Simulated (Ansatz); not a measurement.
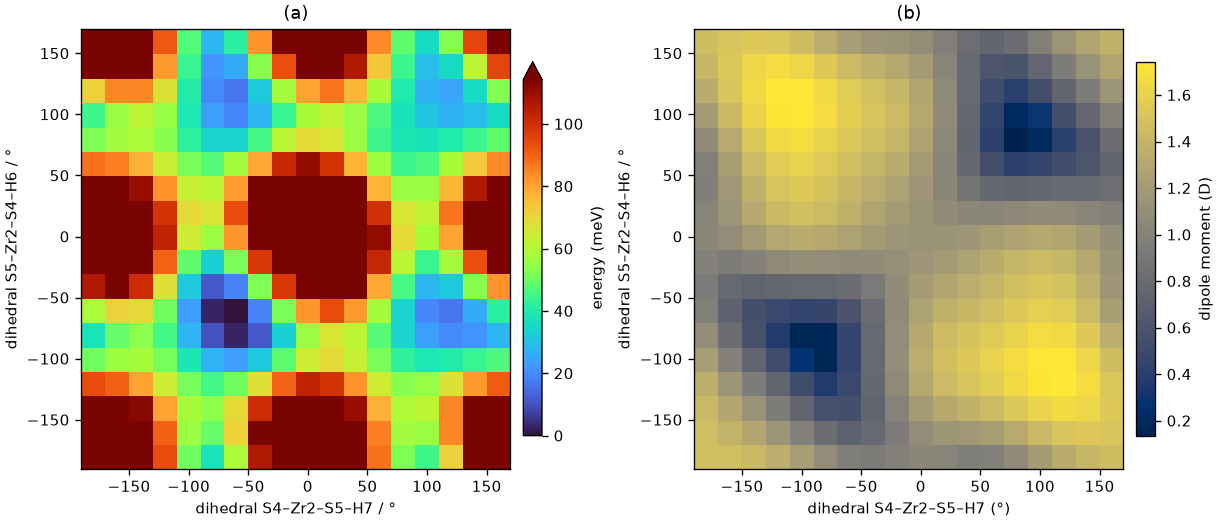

F2H2S2Zr, SMILES [F][Zr]([F])([SH])[SH]. Coordinates scanned: (1) dihedral S4–Zr2–S5–H7; (2) dihedral S5–Zr2–S4–H6. Nothing is relaxed (all other coordinates rigid). The scan uses an 18 × 18 grid. Points are written as (first, second). All energies are given in meV relative to the lowest grid point. All numbers below come from Ansatz, RKS PBE-D4/def2-SVP.

Panel (a) is the energy and panel (b) the computed dipole moment on the same grid.

In the figure: one coloured cell a grid point, one colour for all values above the top of the scale.

### How does the dipole moment vary over the map, and what is it at the lowest grid point?

Leaving out the highest fifth of the energies, it runs from 0.14 D at (80°, 80°) to 1.74 D at (120°, −120°). At the lowest grid point, (−60°, −60°), it is 0.59 D.

| dihedral S5–Zr2–S4–H6 ↓, dihedral S4–Zr2–S5–H7 → | −180 | −140 | −100 | −60 | −20 | 20 | 60 | 100 | 140 |
| --- | --- | --- | --- | --- | --- | --- | --- | --- | --- |
| 140 | 1.41 | 1.63 | 1.63 | 1.44 | 1.30 | 1.02 | 0.59 | 0.75 | 1.12 |
| 100 | 1.21 | 1.62 | 1.73 | 1.58 | 1.44 | 1.08 | 0.45 | 0.30 | 0.75 |
| 60 | 0.96 | 1.44 | 1.60 | 1.47 | 1.33 | 1.02 | 0.54 | 0.45 | 0.59 |
| 20 | 1.01 | 1.31 | 1.48 | 1.36 | 1.20 | 1.07 | 1.02 | 1.08 | 1.02 |
| −20 | 0.99 | 0.99 | 1.09 | 1.07 | 1.11 | 1.20 | 1.33 | 1.44 | 1.30 |
| −60 | 0.96 | 0.55 | 0.44 | 0.59 | 1.07 | 1.37 | 1.47 | 1.59 | 1.44 |
| −100 | 1.23 | 0.75 | 0.28 | 0.44 | 1.09 | 1.48 | 1.60 | 1.74 | 1.64 |
| −140 | 1.42 | 1.13 | 0.75 | 0.55 | 0.99 | 1.31 | 1.44 | 1.62 | 1.63 |
| −180 | 1.48 | 1.42 | 1.23 | 0.96 | 0.99 | 1.01 | 0.97 | 1.21 | 1.41 |

The table holds every second grid line.
